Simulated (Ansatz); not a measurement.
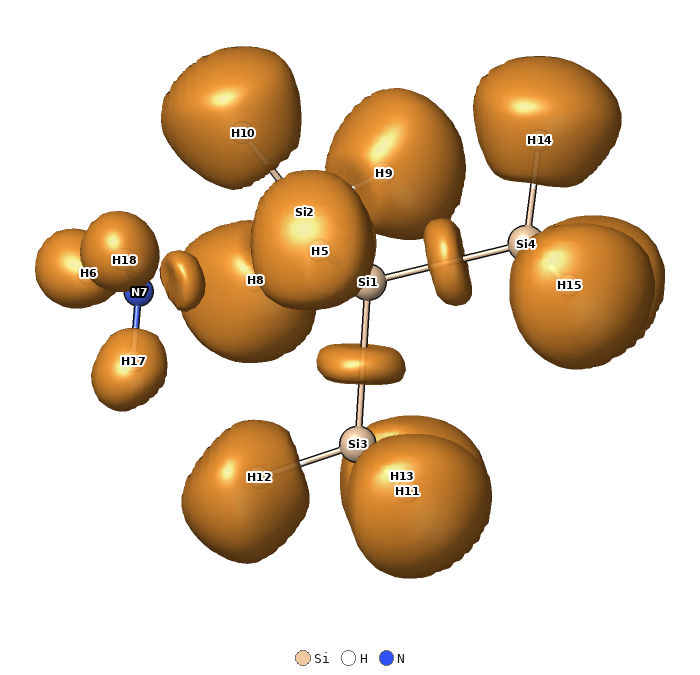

*H10Si4···NH3. Isosurface of the ELF at 0.9 (orange), seen at a tilt. Only the valence region is drawn (cores and ρ < 0.01 e/Å³ removed).*

The reactant side of a reaction path; geometry: PBE0-D4/def2-TZVP.

Computed with Ansatz 0.2.0, RKS PBE0-D4/def2-TZVPP.

The calculation's input:

```
crystal:
  periodic: [false, false, false]
  atoms:
    - {symbol: Si, position_ang: [-0.531587, 0.359306, 0.343152]}
    - {symbol: Si, position_ang: [0.568653, -1.651101, 0.805337]}
    - {symbol: Si, position_ang: [-0.455198, 0.815782, -1.945722]}
    - {symbol: Si, position_ang: [-2.784604, 0.189974, 0.951615]}
    - {symbol: H, position_ang: [0.070841, 1.498913, 1.092861]}
    - {symbol: H, position_ang: [3.548266, -0.262190, 0.161037]}
    - {symbol: N, position_ang: [2.762004, 0.371608, 0.084793]}
    - {symbol: H, position_ang: [1.317191, -2.162632, -0.371456]}
    - {symbol: H, position_ang: [-0.461212, -2.681545, 1.140797]}
    - {symbol: H, position_ang: [1.467691, -1.534912, 1.982332]}
    - {symbol: H, position_ang: [-1.279530, 2.006887, -2.290651]}
    - {symbol: H, position_ang: [0.935303, 1.073472, -2.415124]}
    - {symbol: H, position_ang: [-0.984978, -0.351424, -2.702291]}
    - {symbol: H, position_ang: [-2.923952, -0.151017, 2.394426]}
    - {symbol: H, position_ang: [-3.514199, 1.463786, 0.700432]}
    - {symbol: H, position_ang: [-3.437274, -0.885333, 0.154995]}
    - {symbol: H, position_ang: [2.794130, 0.783040, -0.840164]}
    - {symbol: H, position_ang: [2.908455, 1.117587, 0.753831]}
basis:
  gaussian: {orbitals: def2-TZVPP}
hamiltonian: {xc: pbe0, dispersion: d4}
output: {orbitals: {seedname: orbitals}}
```

Command:

```sh
ansatz run in.yaml --threads 2 --pin off --events-out ev --progress --plain --max-ram 20480MiB --backend cuda --devices 0, --max-vram 18GiB
```

Question: Where are the electrons localised?

Answer: At this value the surface marks out three regions between bonded Si–Si atoms (shared pairs), 13 regions around hydrogen nuclei and one lobe on N, pointing away from the bonds (lone pairs). Profiles from the grid: Si2···N7 (3.07 Å): the ELF is about 0.05 at the midpoint. Si–Si (2.34 Å): the ELF peaks at about 1 between the atoms, as expected for a shared electron pair.
